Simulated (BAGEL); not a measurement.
# RI-MP2/cc-pVDZ (density fitting with qzvpp-jkfit) run of B2SiH5F (SMILES B[SiH2]BF)

Aim: the energy change on altering one bond length of B2SiH5F at RI-MP2/cc-pVDZ (density fitting with qzvpp-jkfit), from 2 runs. 

The results are computed with BAGEL 1.2.2.

2 further runs of the same task are left out: 2 set aside as unsound or not needed.

## (1) The structure to begin with

The species is B2SiH5F (9 atoms), meant as a singlet with charge 0. SMILES: `B[SiH2]BF`. The coordinates come from a GFN2-xTB relaxation. This is one conformer, not always the lowest.

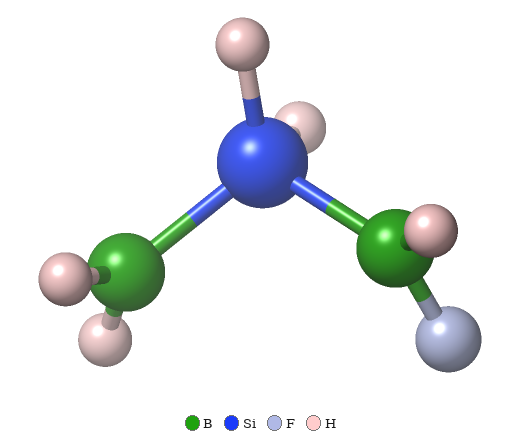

Viewed from a chosen angle; boron green, silicon blue, fluorine light blue, hydrogen pink.

## (2) The energy at RI-MP2/cc-pVDZ (density fitting with qzvpp-jkfit)

File input.json:

```json
{ "bagel" : [

{
  "title" : "molecule",
  "basis" : "cc-pvdz.json",
  "df_basis" : "qzvpp-jkfit",
  "angstrom" : true,
  "geometry" : [
    { "atom" : "B", "xyz" : [   -0.964080,    1.319810,    0.009850 ] },
    { "atom" : "Si", "xyz" : [    0.695180,    0.310200,   -0.193090 ] },
    { "atom" : "B", "xyz" : [    0.220770,   -1.565380,    0.246580 ] },
    { "atom" : "F", "xyz" : [   -0.490240,   -2.270120,   -0.610130 ] },
    { "atom" : "H", "xyz" : [   -1.332200,    1.683980,    1.060410 ] },
    { "atom" : "H", "xyz" : [   -1.680900,    1.508430,   -0.894960 ] },
    { "atom" : "H", "xyz" : [    1.294080,    0.379250,   -1.542630 ] },
    { "atom" : "H", "xyz" : [    1.807010,    0.763830,    0.667760 ] },
    { "atom" : "H", "xyz" : [    0.450370,   -2.130000,    1.256210 ] }
  ]
},
{ "title" : "hf" },
{ "title" : "mp2", "ncore" : 8 }

]}
```

The basis set cc-pVDZ is read from a file made from the Basis Set Exchange's data (not shown).

Command:

```sh
BAGEL_NUM_THREADS=1 BAGEL input.json > input.out
```

Log:

```text
* using 1 threads per process

  ===============================================================
  ===============================================================

  *** Geometry ***

  { "atom" : "B", "xyz" : [     -1.821847,      2.494079,      0.018614 ] },
  { "atom" : "Si", "xyz" : [      1.313700,      0.586193,     -0.364887 ] },
  { "atom" : "B", "xyz" : [      0.417195,     -2.958139,      0.465969 ] },
  { "atom" : "F", "xyz" : [     -0.926419,     -4.289905,     -1.152979 ] },
  { "atom" : "H", "xyz" : [     -2.517493,      3.182261,      2.003884 ] },
  { "atom" : "H", "xyz" : [     -3.176441,      2.850520,     -1.691229 ] },
  { "atom" : "H", "xyz" : [      2.445457,      0.716679,     -2.915148 ] },
  { "atom" : "H", "xyz" : [      3.414754,      1.443430,      1.261884 ] },
  { "atom" : "H", "xyz" : [      0.851076,     -4.025117,      2.373893 ] },

  Number of auxiliary basis functions:      445

  Since a DF basis is specified, we compute 2- and 3-index integrals:
    o Being stored without compression. Storage requirement is 0.026 GB

  Number of basis functions:       85
  Number of electrons      :       38

    * METHOD: MOLECULE                             0.50

  *** RHF ***

  === Nuclear Repulsion ===
   129.0067475145

      * DIIS with orbital gradients will be used.

  === RHF iteration (cc-pvdz.json) ===
      0       -440.49348519          0.01248049           0.09
      1       -440.60414118          0.00714732           0.10
      2       -440.64012554          0.00174419           0.10
      3       -440.64308034          0.00037037           0.10
      4       -440.64321112          0.00012690           0.10
      5       -440.64323210          0.00002660           0.10
      6       -440.64323299          0.00000722           0.11
      7       -440.64323307          0.00000318           0.11
      8       -440.64323309          0.00000134           0.11
      9       -440.64323309          0.00000031           0.11
     10       -440.64323309          0.00000008           0.10
     11       -440.64323309          0.00000003           0.11
     12       -440.64323309          0.00000001           0.11
    * SCF iteration converged.

    * Permanent dipole moment:
           (   -0.010058,    -0.253188,    -0.240935) a.u.

    * METHOD: HF                                   1.65

  *** RHF ***

  === Nuclear Repulsion ===
   129.0067475145

      * DIIS with orbital gradients will be used.

  === RHF iteration (cc-pvdz.json) ===
      0       -440.64323309          0.00000000           0.11
    * SCF iteration converged.

    * Permanent dipole moment:
           (   -0.010058,    -0.253188,    -0.240935) a.u.

  === DF-MP2 calculation ===

    * freezing 8 orbitals
    * 3-index integral transformation done
    * assembly done

      MP2 correlation energy:   -0.4479784447      0.07

      MP2 total energy:       -441.0912115357

    * METHOD: MP2                                  0.31

  ===============================================================
```

It took 2.9 s on 1 thread of Intel Xeon at 2.50GHz (Skylake/Cascade Lake), shared host.

## (3) The distorted shape, same level

File calc.json:

```json
{ "bagel": [

{
  "title": "molecule",
  "basis": "cc-pvdz.json",
  "df_basis": "qzvpp-jkfit",
  "angstrom": true,
  "geometry": [
    { "atom": "B", "xyz": [      -1.520032,       1.092980,      -0.420603 ] },
    { "atom": "Si", "xyz": [       0.139228,       0.083370,      -0.623543 ] },
    { "atom": "B", "xyz": [      -0.335182,      -1.792210,      -0.183873 ] },
    { "atom": "F", "xyz": [      -1.046192,      -2.496950,      -1.040583 ] },
    { "atom": "H", "xyz": [      -1.888152,       1.457150,       0.629957 ] },
    { "atom": "H", "xyz": [      -2.236852,       1.281600,      -1.325413 ] },
    { "atom": "H", "xyz": [       0.738128,       0.152420,      -1.973083 ] },
    { "atom": "H", "xyz": [       1.807010,       0.763830,       0.667760 ] },
    { "atom": "H", "xyz": [      -0.105582,      -2.356830,       0.825757 ] }
  ]
},

{
  "title": "hf"
},

{
  "title": "mp2",
  "ncore": 8
}

]}
```

The basis set cc-pVDZ is read from a file made from the Basis Set Exchange's data (not shown).

Command:

```sh
BAGEL_NUM_THREADS=1 BAGEL calc.json > calc.out
```

Log:

```text
* using 1 threads per process

  ===============================================================
  ===============================================================

  *** Geometry ***

  { "atom" : "B", "xyz" : [     -2.872444,      2.065433,     -0.794824 ] },
  { "atom" : "Si", "xyz" : [      0.263103,      0.157546,     -1.178325 ] },
  { "atom" : "B", "xyz" : [     -0.633402,     -3.386786,     -0.347470 ] },
  { "atom" : "F", "xyz" : [     -1.977016,     -4.718552,     -1.966417 ] },
  { "atom" : "H", "xyz" : [     -3.568090,      2.753614,      1.190446 ] },
  { "atom" : "H", "xyz" : [     -4.227038,      2.421873,     -2.504668 ] },
  { "atom" : "H", "xyz" : [      1.394860,      0.288032,     -3.728586 ] },
  { "atom" : "H", "xyz" : [      3.414754,      1.443430,      1.261884 ] },
  { "atom" : "H", "xyz" : [     -0.199521,     -4.453763,      1.560455 ] },

  Number of auxiliary basis functions:      445

  Since a DF basis is specified, we compute 2- and 3-index integrals:
    o Being stored without compression. Storage requirement is 0.026 GB

  Number of basis functions:       85
  Number of electrons      :       38

    * METHOD: MOLECULE                             0.49

  *** RHF ***

  === Nuclear Repulsion ===
   126.7464486295

      * DIIS with orbital gradients will be used.

  === RHF iteration (cc-pvdz.json) ===
      0       -440.40990664          0.01287580           0.09
      1       -440.52794427          0.00727841           0.09
      2       -440.56580960          0.00177455           0.09
      3       -440.56897066          0.00042767           0.09
      4       -440.56912900          0.00013136           0.09
      5       -440.56915146          0.00002839           0.09
      6       -440.56915254          0.00000717           0.09
      7       -440.56915262          0.00000295           0.09
      8       -440.56915263          0.00000118           0.09
      9       -440.56915264          0.00000034           0.09
     10       -440.56915264          0.00000012           0.09
     11       -440.56915264          0.00000004           0.09
     12       -440.56915264          0.00000001           0.09
     13       -440.56915264          0.00000000           0.09
    * SCF iteration converged.

    * Permanent dipole moment:
           (    0.466659,    -0.061174,     0.109392) a.u.

    * METHOD: HF                                   1.50

  *** RHF ***

  === Nuclear Repulsion ===
   126.7464486295

      * DIIS with orbital gradients will be used.

  === RHF iteration (cc-pvdz.json) ===
      0       -440.56915264          0.00000000           0.09
    * SCF iteration converged.

    * Permanent dipole moment:
           (    0.466659,    -0.061174,     0.109392) a.u.

  === DF-MP2 calculation ===

    * freezing 8 orbitals
    * 3-index integral transformation done
    * assembly done

      MP2 correlation energy:   -0.4508430953      0.06

      MP2 total energy:       -441.0199957314

    * METHOD: MP2                                  0.27

  ===============================================================
```

Wall time 2.6 s (1 thread of Intel Xeon at 2.50GHz (Skylake/Cascade Lake), shared host).

## (4) Results

At RI-MP2/cc-pVDZ (density fitting with qzvpp-jkfit), 8 core orbitals frozen:

```
                                                          quantity          value
                                         first shape: total energy  -441.09121 Eh
          first shape: correlation energy (8 core orbitals frozen)     -448.0 mEh
                                     distorted shape: total energy  -441.02000 Eh
      distorted shape: correlation energy (8 core orbitals frozen)     -450.8 mEh
energy change with the Si2–H8 bond stretched from 1.478 to 2.216 Å       1.938 eV
```

With the Si2–H8 bond stretched from 1.478 to 2.216 Å the energy rises by 1.94 eV (45 kcal/mol). The first shape isn't relaxed at this level, so the change isn't measured from a minimum.
